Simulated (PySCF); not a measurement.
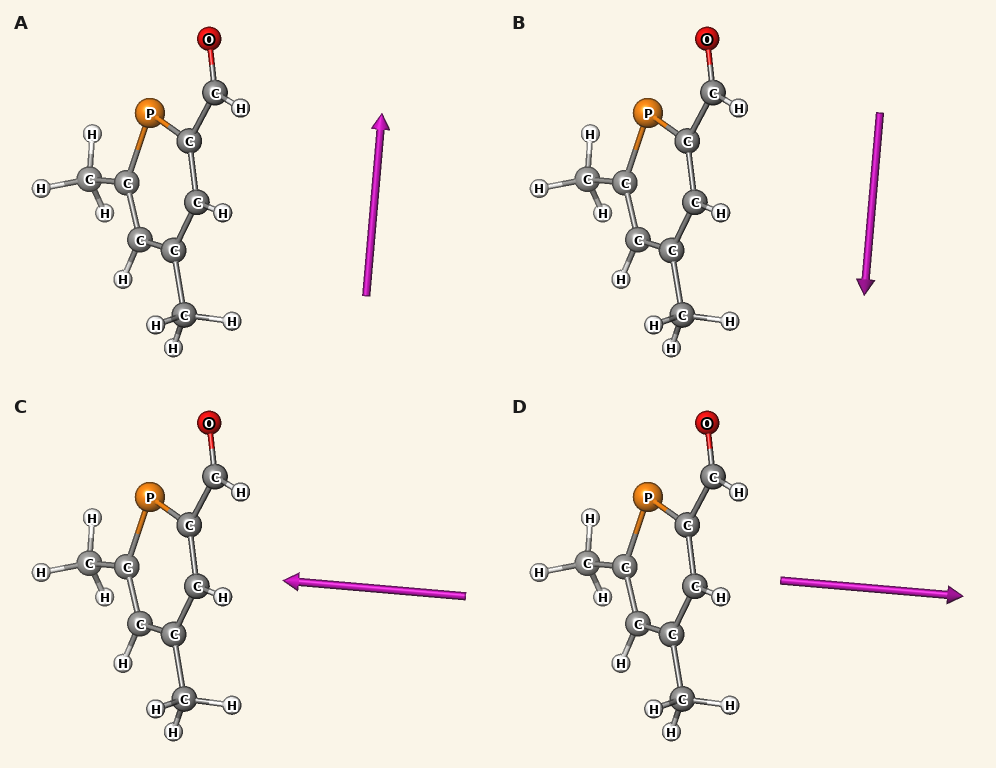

The same molecule four times, each with an arrow. The computed structure is the end point of a GFN2-xTB optimisation. No frequency run is at hand to confirm it as a minimum. Method: PBE0/pcSseg-1, gas phase (PySCF 2.14.0).

> Which arrow points along the dipole moment, from the negative to the positive end?

B. The dipole moment is 4.99 D.

The geometry is semi-empirical. Around P such bond lengths and angles can be off by a tenth of an ångström or more and by several degrees, and values that hang on the shape move with them.
